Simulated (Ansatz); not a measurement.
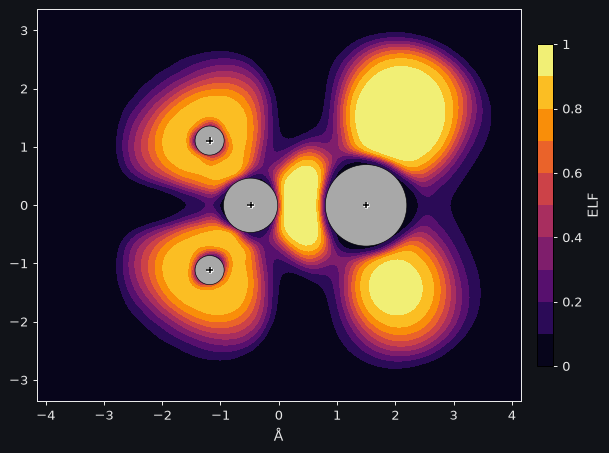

The electron localisation function on a plane through atoms (crosses mark nuclei in the plane; grey discs cover the cores).

Level of theory: RHF/def2-SVP in Ansatz.

Candidates:
A. AlClH3N···H2S
B. BF···H2O
C. BF2H3Si···H2

Which candidate gave the map?

Answer. Candidate C: BF2H3Si···H2 on the plane of atoms F3, B1 and F4, which holds B, F and Si. B–F (1.31 Å): the ELF peaks at about 0.85 between the atoms (a polar covalent bond). Si–B (1.98 Å): the ELF peaks at about 1 between the atoms, as expected for localised, covalent bonding.
